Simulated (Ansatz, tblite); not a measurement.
# The cluster S3+: competing shapes

Aim: relax the candidate shapes of the cluster S3+ that a cheap search turned up, and see how the levels of theory order them.

Method: relaxed with PBE-D4/def2-TZVP, doublet; program: Ansatz 0.2.0, Gaussian basis.

### 1 Where the work starts

3 atoms, charge 1, spin multiplicity 2.

Atoms are counted from 1 here; the program's logs count them from 0.

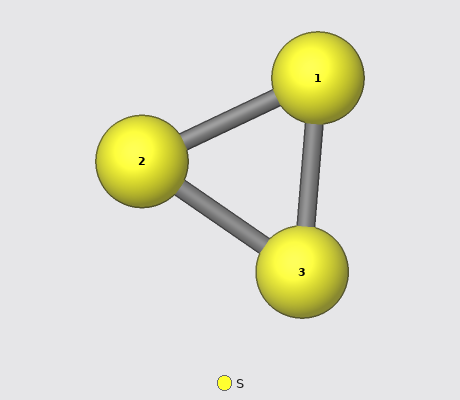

Start geometry, drawn with sulfur yellow; atoms are numbered from 1 in the order of the file.

Geometry (Å):

```xyz
3

S    -0.5510    0.9081    0.5218
S     1.1808   -0.0750    0.0346
S    -0.6299   -0.8331   -0.5564
```

The ion is computed in the gas phase, without counter-ions or solvent.

A search from random starts with GFN1-xTB found 2 distinct shapes; 2 go on here. The structure above is candidate A, which lies 0.00 eV above the lowest at that level; B lies 0.69 eV above the lowest at that level.

### 2 Relaxing candidate A

in.yaml

```yaml
crystal:
  periodic: [false, false, false]
  atoms:
    - {symbol: S, position_ang: [-0.550960, 0.908130, 0.521790]}
    - {symbol: S, position_ang: [1.180830, -0.075030, 0.034610]}
    - {symbol: S, position_ang: [-0.629870, -0.833100, -0.556400]}
basis:
  gaussian: {orbitals: def2-TZVP}
total_charge: 1
magnetization: {spin_polarized: true, initial_magnetization: 1}
hamiltonian: {xc: pbe, dispersion: d4}
scf: {lower_state_search: "off"}
output: {orbitals: {seedname: orbitals}}
relax: {f_tol: 0.02, max_steps: 100}
```

Launch:

```bash
> ansatz run in.yaml --threads 4 --pin off --events-out ev --progress --plain --max-ram 3916MiB
```

Output, cut to the lines that bear on the results:

```text
Functional definition: PBE
  name "PBE"
  cite "Perdew, Burke & Ernzerhof, Phys. Rev. Lett. 77, 3865 (1996) doi:10.1103/PhysRevLett.77.3865"
  parent pbe
[...]
783 factors; their error is unknown
[...]
mean field -32484.08904185 eV, -1193.7682537817 hartree, gradient 1.9e-6 eV, S^2 0.752846; 0 other end points of the search recorded, 0 dependent functions left out
[...]
reference -32484.08907015 eV, -1193.7682548214 hartree; 24, 23 occupied and 87, 88 virtual orbitals, 783 factors
relax step   1: F+E_penalty+E_count = -32484.19304528 eV  Δ(F+E_penalty+E_count) = +0.000e0 eV  max|allowed force component| = 1.635e0 eV/Å  Δτ_max = 0.0000 Å  (63 SCF iters, accepted)
[...]
relax step   3: F+E_penalty+E_count = -32484.34835852 eV  Δ(F+E_penalty+E_count) = -2.217e-3 eV  max|allowed force component| = 5.258e-2 eV/Å  Δτ_max = 0.0073 Å  (24 SCF iters, accepted)
[...]
relax step   4: F+E_penalty+E_count = -32484.34850160 eV  Δ(F+E_penalty+E_count) = -1.431e-4 eV  max|allowed force component| = 5.755e-3 eV/Å  Δτ_max = 0.0024 Å  (17 SCF iters, accepted)
Total energy: -32484.34853005 eV, -1193.7777897972 hartree
Atom 0 at    -0.522475     0.962215     0.557062 Å, force     0.002924    -0.001587    -0.000778 eV/Å
Atom 1 at     1.128970    -0.071695     0.033114 Å, force    -0.005755     0.000483    -0.000097 eV/Å
Atom 2 at    -0.606496    -0.890519    -0.590176 Å, force     0.002832     0.001104     0.000874 eV/Å
Dipole moment:     0.117914    -0.007482     0.003462 e Å
Checks for a lower state left out: stability, starts, cluster_reference, orbital_swaps, neighbouring_geometries, increment
```

Wall time 3.2 s (4 threads of Arm Neoverse V1, shared host).

Along the way:

| step | energy from step 1 (eV) | largest force component (eV/Å) |
| --- | --- | --- |
| 1 | 0.0000 | 1.6352 |
| 2 | -0.1531 | 0.1828 |
| 3 | -0.1553 | 0.0526 |
| 4 | -0.1555 | 0.0058 |

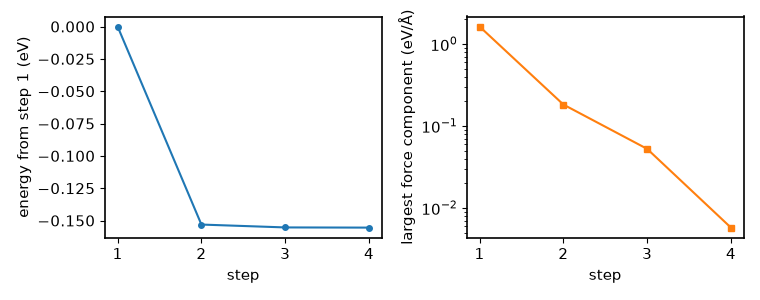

Energy and force, step by step.

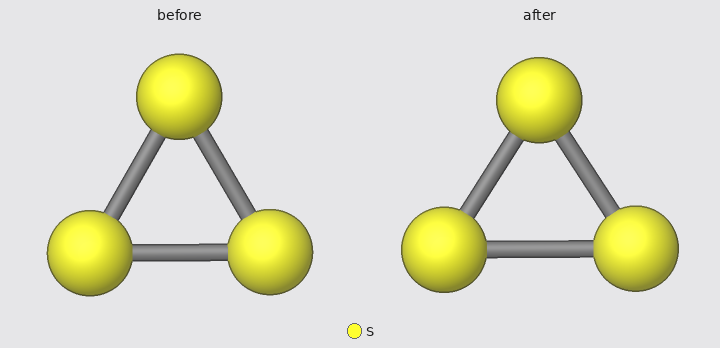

Before and after, at one scale.

Distances of close pairs at the start and the end, largest changes first:

| bond | before (Å) | after (Å) | change (Å) |
| --- | --- | --- | --- |
| S1–S3 | 2.050 | 2.181 | +0.131 |
| S1–S2 | 2.050 | 2.018 | -0.033 |
| S2–S3 | 2.050 | 2.018 | -0.032 |

### 3 Relaxing candidate B

in.yaml

```yaml
crystal:
  periodic: [false, false, false]
  atoms:
    - {symbol: S, position_ang: [-0.761810, 1.556540, -0.120620]}
    - {symbol: S, position_ang: [0.406480, 0.090460, -0.302280]}
    - {symbol: S, position_ang: [0.355330, -1.647000, 0.422900]}
basis:
  gaussian: {orbitals: def2-TZVP}
total_charge: 1
magnetization: {spin_polarized: true, initial_magnetization: 1}
hamiltonian: {xc: pbe, dispersion: d4}
scf: {lower_state_search: "off"}
output: {orbitals: {seedname: orbitals}}
relax: {f_tol: 0.02, max_steps: 100}
```

Same command.

Output, cut to the lines that bear on the results:

```text
Functional definition: PBE
  name "PBE"
  cite "Perdew, Burke & Ernzerhof, Phys. Rev. Lett. 77, 3865 (1996) doi:10.1103/PhysRevLett.77.3865"
  parent pbe
[...]
783 factors; their error is unknown
[...]
mean field -32484.02011561 eV, -1193.7657207891 hartree, gradient 2.4e-6 eV, S^2 0.753758; 0 other end points of the search recorded, 0 dependent functions left out
[...]
reference -32484.02014651 eV, -1193.7657219246 hartree; 24, 23 occupied and 87, 88 virtual orbitals, 783 factors
relax step   1: F+E_penalty+E_count = -32484.11564924 eV  Δ(F+E_penalty+E_count) = +0.000e0 eV  max|allowed force component| = 4.819e-1 eV/Å  Δτ_max = 0.0000 Å  (18 SCF iters, accepted)
[...]
relax step   3: F+E_penalty+E_count = -32484.12509769 eV  Δ(F+E_penalty+E_count) = -8.449e-4 eV  max|allowed force component| = 2.276e-2 eV/Å  Δτ_max = 0.0091 Å  (23 SCF iters, accepted)
[...]
relax step   4: F+E_penalty+E_count = -32484.12514117 eV  Δ(F+E_penalty+E_count) = -4.347e-5 eV  max|allowed force component| = 4.651e-3 eV/Å  Δτ_max = 0.0028 Å  (16 SCF iters, accepted)
Total energy: -32484.12517217 eV, -1193.7695815464 hartree
Atom 0 at    -0.767298     1.576320    -0.124900 Å, force    -0.001661     0.004632    -0.000756 eV/Å
Atom 1 at     0.403863     0.089877    -0.300333 Å, force     0.000085     0.000019    -0.000063 eV/Å
Atom 2 at     0.363435    -1.666198     0.425233 Å, force     0.001576    -0.004651     0.000819 eV/Å
Dipole moment:    -0.049865    -0.011097     0.037082 e Å
Checks for a lower state left out: stability, starts, cluster_reference, orbital_swaps, neighbouring_geometries, increment
```

It took 2.5 s on 4 threads of Arm Neoverse V1, shared host.

Relaxation path:

| step | energy from step 1 (eV) | largest force component (eV/Å) |
| --- | --- | --- |
| 1 | 0.0000 | 0.4819 |
| 2 | -0.0086 | 0.0723 |
| 3 | -0.0094 | 0.0228 |
| 4 | -0.0095 | 0.0047 |

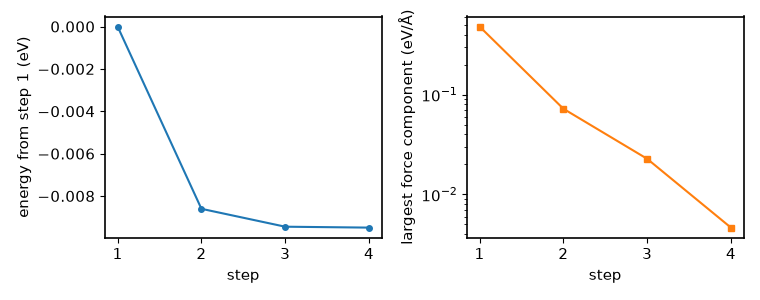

Energy and largest force along the relaxation.

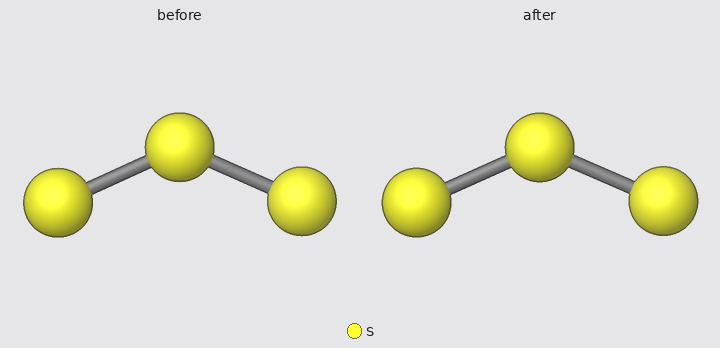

The geometry before (left) and after (right).

Distances of close pairs at the start and the end, largest changes first:

| bond | before (Å) | after (Å) | change (Å) |
| --- | --- | --- | --- |
| S1–S2 | 1.883 | 1.901 | +0.017 |
| S2–S3 | 1.883 | 1.900 | +0.017 |

### 4 The relaxed candidates

| candidate | point group | bonds (count, mean Å) | energy above the lowest (kJ/mol) |
| --- | --- | --- | --- |
| A | C2v | S–S 3, 2.07 | 0.0 |
| B | C2v | S–S 2, 1.90 | 21.6 |

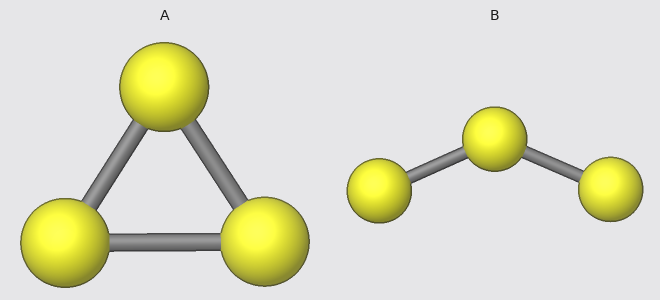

The candidates after relaxation.

### 5 Candidate B, GFN1-xTB

Tight binding, by tblite at 300 K electronic temperature and without a spin-polarisation term:

```python
tblite.interface.Calculator('GFN1-xTB', numbers, positions, charge=1, uhf=1).singlepoint()
```

Energy -284.4071 eV; 0.003 s.

### 6 Candidate B, GFN2-xTB

Tight binding, by tblite at 300 K electronic temperature and without a spin-polarisation term:

```python
tblite.interface.Calculator('GFN2-xTB', numbers, positions, charge=1, uhf=1).singlepoint()
```

Energy -251.3094 eV; 0.003 s.

### 7 Candidate B, PBE0-D4/def2-TZVP

start.molden holds the orbitals of an earlier run on this state, given as this run's starting guess.

in.yaml

```yaml
crystal:
  periodic: [false, false, false]
  atoms:
    - {symbol: S, position_ang: [-0.767298, 1.576320, -0.124900]}
    - {symbol: S, position_ang: [0.403863, 0.089877, -0.300333]}
    - {symbol: S, position_ang: [0.363435, -1.666198, 0.425233]}
basis:
  gaussian: {orbitals: def2-TZVP, initial_orbitals: start.molden}
total_charge: 1
magnetization: {spin_polarized: true, initial_magnetization: 1}
hamiltonian: {xc: pbe0, dispersion: d4}
scf: {omitted_lower_state_checks: [starts]}
output: {orbitals: {seedname: orbitals}}
```

The command is unchanged.

Output:

```text
Functional definition: PBE0
  name "PBE0"
  cite "Adamo & Barone, J. Chem. Phys. 110, 6158 (1999) doi:10.1063/1.478522"
  cite "Perdew, Burke & Ernzerhof, Phys. Rev. Lett. 77, 3865 (1996) doi:10.1103/PhysRevLett.77.3865"
  parent pbe
  parameter a = 0.25
  parameter kappa = 0.804
  parameter beta = 0.06672455060314922
  exchange = (1 - a)*pbe_x(kappa = kappa, mu = beta*pi^2/3) + a*exact_x
  correlation = pbe_c(beta = beta)
these checks for a lower state are left out or cut short: starts
813 factors; their error is unknown
mean field evaluation 1: about -32485.6831 eV, gradient 9.1e0 eV
mean field evaluation 2: about -32485.7745 eV, gradient 1.6e-1 eV
mean field evaluation 4: about -32485.8454 eV, gradient 8.9e-4 eV
mean field evaluation 8: about -32485.8454 eV, gradient 9.1e-6 eV
mean field -32485.84538953 eV, -1193.8327983685 hartree, gradient 9.1e-6 eV, S^2 0.762006; 0 other end points of the search recorded, 0 dependent functions left out
reference -32485.84541273 eV, -1193.8327992210 hartree; 24, 23 occupied and 87, 88 virtual orbitals, 813 factors
Total energy: -32485.92560728 eV, -1193.8357463162 hartree
Checks for a lower state left out: starts
```

Run time: 2.7 s. Hardware: 4 threads of Arm Neoverse V1, shared host.

HOMO -14.04 eV, LUMO -11.54 eV (over both spins); ⟨S²⟩ 0.762 (pure: 0.75).

### 8 Candidate B, PBE-D4/def2-TZVP

Changes to in.yaml since step 7:

```diff
@@ -10,4 +10,4 @@
 magnetization: {spin_polarized: true, initial_magnetization: 1}
-hamiltonian: {xc: pbe0, dispersion: d4}
+hamiltonian: {xc: pbe, dispersion: d4}
 scf: {omitted_lower_state_checks: [starts]}
-output: {orbitals: {seedname: orbitals}}
+output: {forces: true, orbitals: {seedname: orbitals}}
```

The command is unchanged.

Output, cut to the lines that bear on the results:

```text
Functional definition: PBE
  name "PBE"
  cite "Perdew, Burke & Ernzerhof, Phys. Rev. Lett. 77, 3865 (1996) doi:10.1103/PhysRevLett.77.3865"
  parent pbe
[...]
783 factors; their error is unknown
[...]
mean field -32484.03021856 eV, -1193.7660920654 hartree, gradient 7.6e-6 eV, S^2 0.753869; 0 other end points of the search recorded, 0 dependent functions left out
[...]
reference -32484.03024956 eV, -1193.7660932047 hartree; 24, 23 occupied and 87, 88 virtual orbitals, 783 factors
Total energy: -32484.12517217 eV, -1193.7695815464 hartree
Atom 0 at    -0.767298     1.576320    -0.124900 Å, force    -0.001659     0.004629    -0.000756 eV/Å
Atom 1 at     0.403863     0.089877    -0.300333 Å, force     0.000082     0.000018    -0.000061 eV/Å
Atom 2 at     0.363435    -1.666198     0.425233 Å, force     0.001576    -0.004648     0.000818 eV/Å
Dipole moment:    -0.049865    -0.011097     0.037082 e Å
Checks for a lower state left out: starts
```

Wall time 1 s (4 threads of Arm Neoverse V1, shared host).

Report: HOMO -13.14 eV, LUMO -12.27 eV (over both spins); ⟨S²⟩ 0.754 (pure: 0.75).

### 9 Candidate B, r2SCAN-D4/def2-TZVP

Changes to in.yaml since step 8:

```diff
@@ -10,4 +10,4 @@
 magnetization: {spin_polarized: true, initial_magnetization: 1}
-hamiltonian: {xc: pbe, dispersion: d4}
+hamiltonian: {xc: r2scan, dispersion: d4}
 scf: {omitted_lower_state_checks: [starts]}
-output: {forces: true, orbitals: {seedname: orbitals}}
+output: {orbitals: {seedname: orbitals}}
```

The command is unchanged.

Output:

```text
Functional definition: r2SCAN
  name "r2SCAN"
  cite "Furness, Kaplan, Ning, Perdew & Sun, J. Phys. Chem. Lett. 11, 8208 (2020) doi:10.1021/acs.jpclett.0c02405"
  cite "Furness, Kaplan, Ning, Perdew & Sun, J. Phys. Chem. Lett. 11, 9248 (2020) doi:10.1021/acs.jpclett.0c03077"
  parent r2scan
  parameter k0 = 0.174
  parameter k1 = 0.065
  parameter a1 = 4.9479
  exchange = r2scan_x(k0 = k0, k1 = k1, a1 = a1)
  correlation = r2scan_c
these checks for a lower state are left out or cut short: starts
783 factors; their error is unknown
mean field evaluation 1: about -32495.2628 eV, gradient 6.4e0 eV
mean field evaluation 2: about -32495.3001 eV, gradient 8.7e-2 eV
mean field evaluation 4: about -32495.2832 eV, gradient 2.9e-4 eV
mean field evaluation 8: about -32495.2832 eV, gradient 2.4e-5 eV
mean field -32495.28319312 eV, -1194.1796312530 hartree, gradient 2.4e-5 eV, S^2 0.759015; 0 other end points of the search recorded, 0 dependent functions left out
reference -32495.28320279 eV, -1194.1796316084 hartree; 24, 23 occupied and 87, 88 virtual orbitals, 783 factors
Total energy: -32495.30269637 eV, -1194.1803479844 hartree
Checks for a lower state left out: starts
```

It took 2.4 s on 4 threads of Arm Neoverse V1, shared host.

Report: HOMO -13.32 eV, LUMO -12.20 eV (over both spins); ⟨S²⟩ 0.759 (pure: 0.75).

### 10 Candidate B, HSE06-D4/def2-TZVP

Changes to in.yaml since step 9:

```diff
@@ -10,3 +10,3 @@
 magnetization: {spin_polarized: true, initial_magnetization: 1}
-hamiltonian: {xc: r2scan, dispersion: d4}
+hamiltonian: {xc: hse06, dispersion: d4}
 scf: {omitted_lower_state_checks: [starts]}
```

Launched as before.

Output, cut to the lines that bear on the results:

```text
Functional definition: HSE06
  name "HSE06"
  cite "Heyd, Scuseria & Ernzerhof, J. Chem. Phys. 118, 8207 (2003) doi:10.1063/1.1564060"
  cite "Krukau, Vydrov, Izmaylov & Scuseria, J. Chem. Phys. 125, 224106 (2006) doi:10.1063/1.2404663"
  cite "Heyd & Scuseria, J. Chem. Phys. 120, 7274 (2004) doi:10.1063/1.1668634"
  cite "Ernzerhof & Perdew, J. Chem. Phys. 109, 3313 (1998) doi:10.1063/1.476928"
  cite "Perdew, Burke & Ernzerhof, Phys. Rev. Lett. 77, 3865 (1996) doi:10.1103/PhysRevLett.77.3865"
  parent pbe
[...]
  # The whole range is PBE's own exchange, as in plane waves. The composition of these papers is wPBEh.
[...]
813 factors; their error is unknown
42 factors; integrals over basis functions are off by at most 2.3e-6 eV
[...]
mean field -32485.29564564 eV, -1193.8125956531 hartree, gradient 1.2e-6 eV, S^2 0.761478; 0 other end points of the search recorded, 0 dependent functions left out
reference -32485.29567656 eV, -1193.8125967891 hartree; 24, 23 occupied and 87, 88 virtual orbitals, 813 factors
Total energy: -32485.37164696 eV, -1193.8153886502 hartree
Checks for a lower state left out: starts
```

It took 3 s on 4 threads of Arm Neoverse V1, shared host.

From the report: HOMO -13.66 eV, LUMO -11.91 eV (over both spins); ⟨S²⟩ 0.761 (pure: 0.75).

### 11 Candidate B, BLYP-D4/def2-TZVP

Changes to in.yaml since step 10:

```diff
@@ -10,3 +10,3 @@
 magnetization: {spin_polarized: true, initial_magnetization: 1}
-hamiltonian: {xc: hse06, dispersion: d4}
+hamiltonian: {xc: {name: BLYP}, dispersion: d4}
 scf: {omitted_lower_state_checks: [starts]}
```

The command is unchanged.

Output:

```text
Functional definition: BLYP
  name "BLYP"
  cite "Becke, Phys. Rev. A 38, 3098 (1988) doi:10.1103/PhysRevA.38.3098"
  cite "Lee, Yang & Parr, Phys. Rev. B 37, 785 (1988) doi:10.1103/PhysRevB.37.785"
  parameter beta = 0.0042
  parameter a = 0.04918
  parameter b = 0.132
  parameter c = 0.2533
  parameter d = 0.349
  exchange = b88_x(beta = beta)
  correlation = lyp_c(a = a, b = b, c = c, d = d)
these checks for a lower state are left out or cut short: starts
783 factors; their error is unknown
mean field evaluation 1: about -32497.8473 eV, gradient 1.1e1 eV
mean field evaluation 2: about -32498.0283 eV, gradient 2.3e-1 eV
mean field evaluation 4: about -32498.0184 eV, gradient 4.1e-2 eV
mean field evaluation 8: about -32498.0184 eV, gradient 4.2e-6 eV
mean field -32498.01841974 eV, -1194.2801489773 hartree, gradient 4.2e-6 eV, S^2 0.753586; 0 other end points of the search recorded, 0 dependent functions left out
reference -32498.01870902 eV, -1194.2801596082 hartree; 24, 23 occupied and 87, 88 virtual orbitals, 783 factors
Total energy: -32498.22678145 eV, -1194.2878061289 hartree
Checks for a lower state left out: starts
```

Run time: 0.9 s. Hardware: 4 threads of Arm Neoverse V1, shared host.

Report: HOMO -12.94 eV, LUMO -12.11 eV (over both spins); ⟨S²⟩ 0.754 (pure: 0.75).

### 12 Candidate B, CCSD(T)/def2-TZVPP

in.yaml

```yaml
crystal:
  periodic: [false, false, false]
  atoms:
    - {symbol: S, position_ang: [-0.767298, 1.576320, -0.124900]}
    - {symbol: S, position_ang: [0.403863, 0.089877, -0.300333]}
    - {symbol: S, position_ang: [0.363435, -1.666198, 0.425233]}
basis:
  gaussian: {orbitals: def2-TZVPP, initial_orbitals: start.molden}
total_charge: 1
magnetization: {spin_polarized: true, initial_magnetization: 1}
correlation: {method: ccsd_t}
scf: {omitted_lower_state_checks: [starts, cluster_reference]}
output: {orbitals: {seedname: orbitals}}
```

The command is unchanged.

Output, cut to the lines that bear on the results:

```text
Functional definition: HF
  name "HF"
  cite "Fock, Z. Phys. 61, 126 (1930) doi:10.1007/BF01340294"
  parent pbe
[...]
729 factors; integrals over basis functions are off by at most 6.5e-4 eV
[...]
mean field -32443.57352831 eV, -1192.2793361215 hartree, gradient 2.4e-6 eV, S^2 1.511137; 0 other end points of the search recorded, 0 dependent functions left out
15 core orbitals not correlated: weight in the atoms' cores, before any rotation towards them, 1.000 or more for the frozen orbitals, at most 0.000 for the correlated occupied ones
reference -32443.57352831 eV, -1192.2793361215 hartree; 9, 8 occupied and 102, 103 virtual orbitals, 729 factors
second order -12.26448631 eV of doubles, -0.00000000 eV of singles
cycle   1  -12.88750633 eV  change   -6.2e-1 eV  update   1.3e-1
[...]
cycle  19  -13.79122620 eV  change   -6.6e-6 eV  update   7.1e-6
perturbative correction -1.00362980 eV, -0.0368827149 hartree
Total energy: -32458.36838432 eV, -1192.8230370515 hartree
Checks for a lower state left out: starts, cluster_reference
```

It took 7 s on 4 threads of Arm Neoverse V1, shared host; peak memory 0.77 GiB.

From the report: Hartree-Fock HOMO -16.47 eV, LUMO -7.12 eV (over both spins); ⟨S²⟩ 1.511 (pure: 0.75); T1 0.072. Doubts: large T1 diagnostic, spin contamination.

### 13 B against A

The energies of A at these levels come from its own runs, whose logs aren't repeated here.

| level | B above A (kJ/mol) | time |
| --- | --- | --- |
| GFN1-xTB | +60.7 | 0.006 s |
| GFN2-xTB | +25.5 | 0.006 s |
| HF/def2-TZVPP† | +24.5 |  |
| PBE-D4/def2-TZVP | +21.5 | 2 s |
| BLYP-D4/def2-TZVP | +8.4 | 1.9 s |
| r2SCAN-D4/def2-TZVP | +21.0 | 5.1 s |
| PBE0-D4/def2-TZVP | +50.0 | 5.8 s |
| HSE06-D4/def2-TZVP | +47.8 | 4.5 s |
| MP2/def2-TZVPP† | +116.3 |  |
| CCSD/def2-TZVPP† | +63.4 |  |
| CCSD(T)/def2-TZVPP† | +55.9 | 13 s |

Times add the two runs; a level without a time comes out of a correlated run. † marks a level with a doubtful state (flagged, unstable, out of aufbau order, or strongly spin-contaminated); such levels are left out of the summary. CCSD(T)/def2-TZVPP is no safe reference here (large T1 diagnostic, spin contamination).

### 14 Results

| quantity | value |
| --- | --- |
| B above A, range of the levels free of doubt, tight binding aside | +8.4 to +50.0 kJ/mol |
| levels that put B lower | none |

In words: All levels free of doubt put A (C2v) below B (C2v), by 8.4 to 60.7 kJ/mol. The search was small, so a lower isomer may exist. Only doublets are compared; another spin may lie lower and prefer another shape.
